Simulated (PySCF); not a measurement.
Molecule: C5H7NSSi2, SMILES [SiH2](C#N)[SiH2]c1cccs1. Atoms near the plane z = 0.0 Å, at the GFN2-xTB optimised geometry (x, y, z in Å): N1 (4.3, -0.3, 0.0), C2 (3.1, -0.3, 0.0), Si3 (1.3, -0.3, 0.0), C6 (-2.1, -1.1, -1.1), H10 (0.9, 1.1, -0.2), H14 (-1.8, -0.4, -0.3), H15 (-4.3, -0.8, -1.0).

Computed with CAM-B3LYP/def2-TZVP run with PySCF. Cells within 0.4 Å of a nucleus heavier than hydrogen are left out (blank, or x). The values are rescaled to run from 0 to 1.

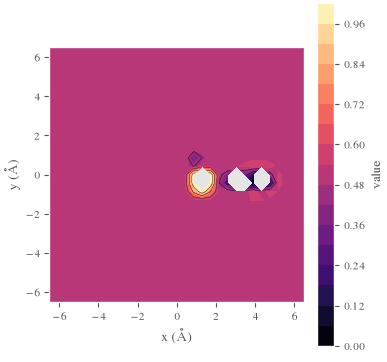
*a field on the plane z = 0.0 Å.*

**Question.** Which quantity is mapped?
A) an orbital amplitude
B) electrostatic potential
C) Laplacian of the electron density
D) log10 of the electron density

**Answer.** C, Laplacian of the electron density. In full: Laplacian of the electron density (e/bohr⁵), clipped to [-1.50, 1.50].
